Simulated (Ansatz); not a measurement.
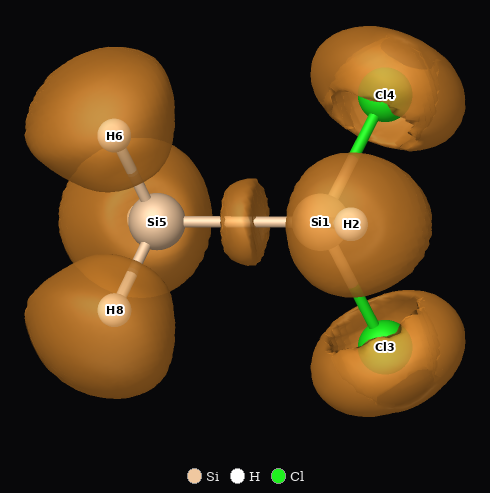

Figure 1: Cl₂H₄Si₂. Isosurface of the electron localisation function at 0.85 (orange), seen across its widest extent. Only the valence region is drawn (cores and ρ < 0.01 e/Å³ removed).

These are results of RKS PBE/6-31G (Ansatz 0.2.0), not measurements.

The calculation's input:

```
crystal:
  periodic: [false, false, false]
  atoms:
    - { symbol: Si, position_ang: [0.0, 0.0, 0.0] }
    - { symbol: H, position_ang: [0.0, 0.0, 1.46] }
    - { symbol: Cl, position_ang: [2.0086, 0.0, -0.7093] }
    - { symbol: Cl, position_ang: [-1.0032, 1.7381, -0.7093] }
    - { symbol: Si, position_ang: [-1.0456, -1.8115, -0.7393] }
    - { symbol: H, position_ang: [-1.7029, -2.4846, 0.3772] }
    - { symbol: H, position_ang: [-2.0454, -1.4265, -1.7311] }
    - { symbol: H, position_ang: [-0.0777, -2.7173, -1.3511] }
basis:
  gaussian: { orbitals: "6-31G" }
hamiltonian:
  xc: pbe
relax:
  f_tol: 0.02
  max_steps: 40
output:
  orbitals: {}
```

Launched as:

```sh
ansatz run input.yaml --threads 1 --pin off --max-ram 2048MiB --backend cpu --events-out ev --progress --plain --runs-dir out
```

The fields are those of the run's last geometry, not of the input's.

What do the ELF domains correspond to?

The surface consists of one region between bonded Si–Si atoms (shared pairs), four regions around hydrogen nuclei and two regions wrapped around Cl (its lone pairs, merged into a ring or cap). Profiles from the grid: Si–Cl (2.20 Å): the ELF peaks at about 0.80 between the atoms, as expected for a polar covalent bond. Si–Si (2.37 Å): the ELF peaks at about 0.95 between the atoms: a covalent bond.
